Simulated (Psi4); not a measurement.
## Excited-state calculation, with input and output: CH$_{3}$BO

The run: excited-state calculation of CH$_{3}$BO (B(CO)H3). Method and program: TDDFT (BHLYP)/6-31G*, RKS (Psi4 1.11).

The geometry comes from this level: GFN2-xTB.

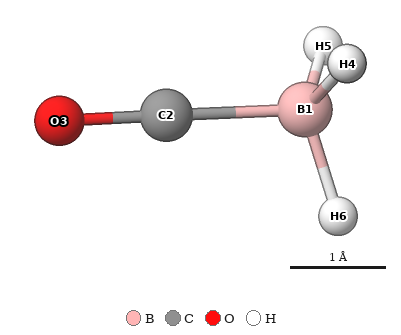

Fig. 1: The structure as given in the input (ball-and-stick view, seen at a tilt; atoms are numbered from 1 in the order of the input). Bond lengths as drawn: B–C 1.47 Å, B–H 1.19 Å and C–O 1.14 Å.

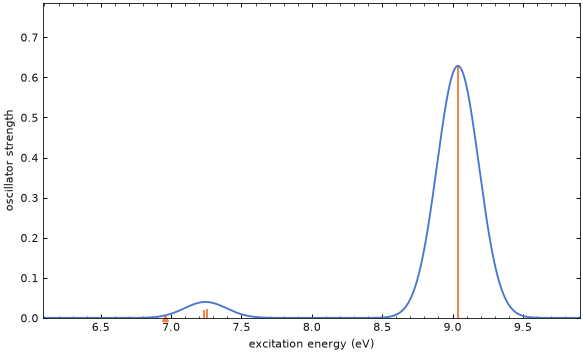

Fig. 2: Computed excitations as sticks (degenerate states added up, dark ones marked on the axis), with a Gaussian envelope of 0.35 eV full width at half maximum, scaled to the tallest. Of the 4 states the lowest lies at 6.96 eV (f = 0.000); the strongest line is at 9.04 eV, or 137 nm (f = 0.629).

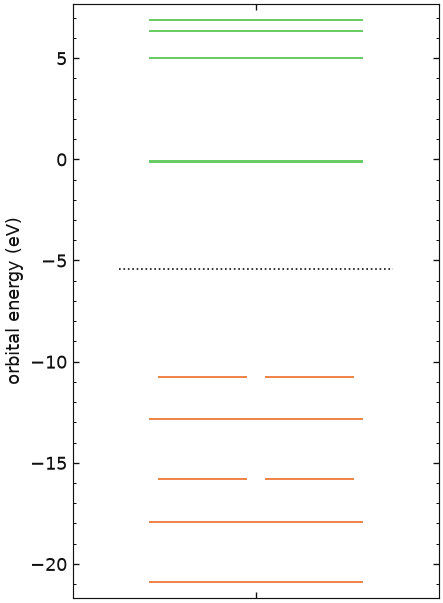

Fig. 3: Orbital energies near the frontier; the dotted line parts filled from empty levels, and levels within 0.02 eV of each other stand side by side. Highest filled −10.76 eV, lowest empty −0.13 eV, 10.63 eV apart.

The input that produced these results follows, with the program's output.

Input (job.in)
```python
memory 1600 mb

molecule system {
  0 1
  B     -0.013250     0.005270    -0.516110
  C      0.011910     0.007900     0.957520
  O      0.044170    -0.008430     2.099160
  H      1.125420     0.004210    -0.852220
  H     -0.589380     0.982500    -0.862300
  H     -0.578870    -0.991440    -0.826050
  symmetry c1
}

set globals {
  basis 6-31G*
  puream true
  scf_type pk
  dft_radial_points 25
  dft_spherical_points 50
  save_jk true
}

from psi4.driver.procrouting.response.scf_response import tdscf_excitations
e, wfn = energy("bhhlyp", return_wfn=True)
states = tdscf_excitations(wfn, states=4, tda=False)
```

Launch command:
```bash
psi4 job.in job.out -n 1
```

What the program printed
```
Psi4 1.11 release

   => Loading Basis Set <=

    Name: 6-31G*
    Role: ORBITAL
    Keyword: BASIS

         ---------------------------------------------------------
                                   SCF
                              RKS Reference
                        1 Threads,   1525 MiB Core
         ---------------------------------------------------------

  ==> Geometry <==

    Molecular point group: c1
    Full point group: C1

    Geometry (in Angstrom), charge = 0, multiplicity = 1:

       Center              X                  Y                   Z               Mass
    ------------   -----------------  -----------------  -----------------  -----------------
         B           -0.028962899206     0.004955566944    -1.392286108980    11.009305360000
         C           -0.003802899206     0.007585566944     0.081343891020    12.000000000000
         O            0.028457100794    -0.008744433056     1.222983891020    15.994914619570
         H            1.109707100794     0.003895566944    -1.728396108980     1.007825032230
         H           -0.605092899206     0.982185566944    -1.738476108980     1.007825032230
         H           -0.594582899206    -0.991754433056    -1.702226108980     1.007825032230

  Running in c1 symmetry.

  Rotational constants: A =      4.29154  B =      0.29937  C =      0.29936 [cm^-1]
  Rotational constants: A = 128657.20887  B =   8974.82293  C =   8974.65970 [MHz]
  Nuclear repulsion =   57.076153612729442

  Charge       = 0
  Multiplicity = 1
  Electrons    = 22
  Nalpha       = 11
  Nbeta        = 11

  ==> Algorithm <==

  SCF Algorithm Type is PK.
  DIIS enabled.
  MOM disabled.
  Fractional occupation disabled.
  Guess Type is SAD.
  Energy threshold   = 1.00e-06
  Density threshold  = 1.00e-06
  Integral threshold = 1.00e-12

  ==> Primary Basis <==

  Basis Set: 6-31G*
    Blend: 6-31G*
    Number of shells: 24
    Number of basis functions: 48
    Number of Cartesian functions: 51
    Spherical Harmonics?: true
    Max angular momentum: 2

  ==> DFT Potential <==

   => LibXC <=

    Version 7.1.2

   => Composite Functional: BHANDHLYP <=

    BHandHLYP Hyb-GGA Exchange-Correlation Functional

    Defined through Gaussian implementation.

    Deriv               =              1
    GGA                 =           TRUE
    Meta                =          FALSE

    Exchange Hybrid     =           TRUE
    MP2 Hybrid          =          FALSE

   => Exchange Functionals <=

    0.5000         Becke 88

   => Exact (HF) Exchange <=

    0.5000               HF

   => Correlation Functionals <=

    1.0000   Lee, Yang & Parr

   => LibXC Density Thresholds  <==

    XC_HYB_GGA_XC_BHANDHLYP:  1.00E-15

   => Molecular Quadrature <=

    Radial Scheme          =       TREUTLER
    Pruning Scheme         =           NONE
    Nuclear Scheme         =       TREUTLER

    Blocking Scheme        =         OCTREE
    BS radius alpha        =              1
    Pruning alpha          =              1
    Radial Points          =             25
    Spherical Points       =             50
    Total Points           =           7304
    Total Blocks           =             83
    Max Points             =            254
    Max Functions          =             48
    Weights Tolerance      =       1.00E-15

  ==> Integral Setup <==

  Using in-core PK algorithm.
   Calculation information:
      Number of atoms:                   6
      Number of AO shells:              24
      Number of primitives:             57
      Number of atomic orbitals:        51
      Number of basis functions:        48

      Integral cutoff                 1.00e-12
      Number of threads:                 1

  Performing in-core PK
  Using 1384152 doubles for integral storage.
  We computed 44641 shell quartets total.
  Whereas there are 45150 unique shell quartets.

  ==> DiskJK: Disk-Based J/K Matrices <==

    J tasked:                  Yes
    K tasked:                  Yes
    wK tasked:                  No
    Memory [MiB]:             1134
    Schwarz Cutoff:          1E-12

  Cached 100.0% of DFT collocation blocks in 0.010 [GiB].

  Minimum eigenvalue in the overlap matrix is 4.4247322425E-03.
  Reciprocal condition number of the overlap matrix is 9.7320451661E-04.
    Using symmetric orthogonalization.

  ==> Pre-Iterations <==

  SCF Guess: Superposition of Atomic Densities via on-the-fly atomic UHF (no occupation information).

   -------------------------
    Irrep   Nso     Nmo
   -------------------------
     A         48      48
   -------------------------
    Total      48      48
   -------------------------

  ==> Iterations <==

                        Total Energy        Delta E     RMS |[F,P]|

   @RKS iter SAD:  -139.20233428046902   -1.39202e+02   0.00000e+00
   @RKS iter   1:  -139.79905315389524   -5.96719e-01   8.19538e-03 ADIIS/DIIS
   @RKS iter   2:  -139.82993189060221   -3.08787e-02   7.21931e-03 ADIIS/DIIS
   @RKS iter   3:  -139.87369531581879   -4.37634e-02   2.36045e-03 ADIIS/DIIS
   @RKS iter   4:  -139.87897427649176   -5.27896e-03   2.59897e-04 ADIIS/DIIS
   @RKS iter   5:  -139.87905130416945   -7.70277e-05   7.79579e-05 DIIS
   @RKS iter   6:  -139.87906243346737   -1.11293e-05   1.24855e-05 DIIS
   @RKS iter   7:  -139.87906269890638   -2.65439e-07   7.53434e-07 DIIS
  Energy and wave function converged.

  ==> Post-Iterations <==

   Electrons on quadrature grid:
      Ntotal   =   21.9990061018 ; deviation = -9.939e-04

    Orbital Energies [Eh]
    ---------------------

    Doubly Occupied:

       1A    -19.840407     2A    -10.783539     3A     -7.024090
       4A     -1.336859     5A     -0.767402     6A     -0.658661
       7A     -0.581113     8A     -0.580912     9A     -0.471307
      10A     -0.395939    11A     -0.395292

    Virtual:

      12A     -0.004746    13A     -0.003556    14A      0.184477
      15A      0.232528    16A      0.252476    17A      0.255887
      18A      0.297138    19A      0.463126    20A      0.463434
      21A      0.602257    22A      0.602849    23A      0.605971
      24A      0.766964    25A      0.806557    26A      0.964985
      27A      0.966369    28A      0.967251    29A      1.028353
      30A      1.030210    31A      1.129498    32A      1.261913
      33A      1.325366    34A      1.328438    35A      1.514215
      36A      1.517439    37A      1.703668    38A      1.822312
      39A      1.829894    40A      1.915517    41A      1.917990
      42A      2.055253    43A      2.080759    44A      2.083151
      45A      2.795815    46A      2.797049    47A      2.993337
      48A      3.216514

    Final Occupation by Irrep:
              A
    DOCC [    11 ]
    NA   [    11 ]
    NB   [    11 ]

  @RKS Final Energy:  -139.87906269890638

   => Energetics <=

    Nuclear Repulsion Energy =             57.0761536127294420
    One-Electron Energy =                -301.1091600945004529
    Two-Electron Energy =                 114.0583643030947485
    DFT Exchange-Correlation Energy =      -9.9044205202301328
    Empirical Dispersion Energy =           0.0000000000000000
    VV10 Nonlocal Energy =                  0.0000000000000000
    Total Energy =                       -139.8790626989063810

Computation Completed

Properties will be evaluated at   0.000000,   0.000000,   0.000000 [a0]

Properties computed using the SCF density matrix

 Multipole Moments:

 ------------------------------------------------------------------------------------
     Multipole            Electronic (a.u.)      Nuclear  (a.u.)        Total (a.u.)
 ------------------------------------------------------------------------------------

 L = 1.  Multiply by 2.5417464519 to convert [e a0] to [Debye]
 Dipole X            :          0.0616678           -0.0565855            0.0050822
 Dipole Y            :          0.0180210           -0.0100865            0.0079345
 Dipole Z            :          4.0819982           -3.5122344            0.5697638
 Magnitude           :                                                    0.5698417

 ------------------------------------------------------------------------------------

	total time  =          0 seconds =       0.00 minutes

******************************************************************************************
**********                               WARNING                                **********
**********       The names of excited state variables changed between 1.5       **********
**********     and 1.6. For a quick solution, remove the symmetry specifier     **********
**********   from the variable name. For full details, see 'Notes on Psivars'   **********
**********                        in the documentation.                         **********
******************************************************************************************

         ---------------------------------------------------------
                         TDSCF excitation energies
         ---------------------------------------------------------

  ==> Options <==

     Residual threshold  : 1.0000e-04
     Initial guess       : denominators
     Reference           : RHF
     Solver type         : RPA (Hamiltonian)

  ==> Requested Excitations <==

      4 singlet states with A symmetry

  ==> Seeking the lowest 4 singlet states with A symmetry

                        Generalized Hamiltonian Solver

  ==> Options <==

    Max number of iterations        = 60
    Eigenvector tolerance           = 1.0000e-04
    Max number of expansion vectors = 800

  => Iterations <=
                              Max[D[value]]     Max[|R|]   # vectors
  HamiltonianSolver iter   1:   3.54104e-01  2.01596e-01     16
  HamiltonianSolver iter   2:   1.31370e-02  7.60339e-02     24
  HamiltonianSolver iter   3:   1.45365e-03  2.69861e-02     32
  HamiltonianSolver iter   4:   3.88339e-03  1.13267e-01     40
  HamiltonianSolver iter   5:   3.35928e-03  2.75838e-02     48
  HamiltonianSolver iter   6:   1.17629e-04  5.99211e-03     52
  HamiltonianSolver iter   7:   4.93754e-06  1.70618e-03     54
  HamiltonianSolver iter   8:   2.97827e-07  4.19714e-04     56
  HamiltonianSolver iter   9:   1.56165e-08  1.18201e-04     58
  HamiltonianSolver iter  10:   1.03738e-09  6.89340e-05     60      Converged

******************************************************************************************
**********                               WARNING                                **********
**********  Length-gauge rotatory strengths are **NOT** gauge-origin invariant  **********
******************************************************************************************

                                    Excitation Energy         Total Energy        Oscillator Strength             Rotatory Strength
     #   Sym: GS->ES (Trans)        au              eV              au          au (length)    au (velocity)    au (length)    au (velocity)
    ---- -------------------- --------------- --------------- --------------- --------------- --------------- --------------- ---------------
     1        A->A (1 A)       0.25559         6.95505        -139.62347       0.0001          0.0000         -0.0001         -0.0000
     2        A->A (1 A)       0.26580         7.23266        -139.61327       0.0187          0.0200          0.0002          0.0002
     3        A->A (1 A)       0.26661         7.25469        -139.61246       0.0212          0.0227         -0.0001         -0.0001
     4        A->A (1 A)       0.33215         9.03821        -139.54691       0.6288          0.5171         -0.0001         -0.0001

Contributing excitations and de-excitations
Only contributions with abs(coeff) > 1.00e-01 will be printed:

Excited State    1 (1 A):   0.25559 au   178.27 nm f = 0.0001
  Sums of squares: Xssq =  1.001374e+00; Yssq =  1.373995e-03; Xssq - Yssq =  1.000000e+00
     10a  ->  12a     0.725494 (52.634%)
     11a  ->  12a     0.115818 ( 1.341%)
     11a  ->  13a     0.660344 (43.605%)

Excited State    2 (1 A):   0.26580 au   171.42 nm f = 0.0187
  Sums of squares: Xssq =  1.001398e+00; Yssq =  1.397597e-03; Xssq - Yssq =  1.000000e+00
      9a  ->  12a    -0.140423 ( 1.972%)
     10a  ->  12a     0.109523 ( 1.200%)
     10a  ->  13a    -0.679172 (46.127%)
     11a  ->  12a    -0.693798 (48.136%)

Excited State    3 (1 A):   0.26661 au   170.90 nm f = 0.0212
  Sums of squares: Xssq =  1.001468e+00; Yssq =  1.467735e-03; Xssq - Yssq =  1.000000e+00
      9a  ->  13a    -0.131510 ( 1.729%)
     10a  ->  12a    -0.651391 (42.431%)
     10a  ->  13a    -0.100746 ( 1.015%)
     11a  ->  13a     0.721290 (52.026%)

Excited State    4 (1 A):   0.33215 au   137.18 nm f = 0.6288
  Sums of squares: Xssq =  1.016886e+00; Yssq =  1.688556e-02; Xssq - Yssq =  1.000000e+00
      9a  ->  15a     0.151187 ( 2.286%)
     10a  ->  13a    -0.696576 (48.522%)
     11a  ->  12a     0.686507 (47.129%)

******************************************************************************************
**********                               WARNING                                **********
**********       The names of excited state variables changed between 1.5       **********
**********     and 1.6. For a quick solution, remove the symmetry specifier     **********
**********   from the variable name. For full details, see 'Notes on Psivars'   **********
**********                        in the documentation.                         **********
******************************************************************************************

    Psi4 run time: 0:00:01.36
```

Results in brief

| quantity | value |
| --- | --- |
| outcome | converged |
| total energy | −139.879063 hartree |
| basis functions | 48 |
| HOMO | −10.76 eV |
| LUMO | −0.13 eV |
| dipole moment | 1.45 D |
| lowest excitation | 6.96 eV |
| hardware | 1 thread of Intel Xeon (Granite Rapids), 64 GiB of memory available, shared host |
| wall time | 2.2 s |
| peak memory | 0.22 GiB |

Notes

Settings chosen away from the usual ones: grid set to [25, 50] (from [15, 26]). These settings are looser than, or depart from, a standard set-up, so the numbers are not reference values for this system.
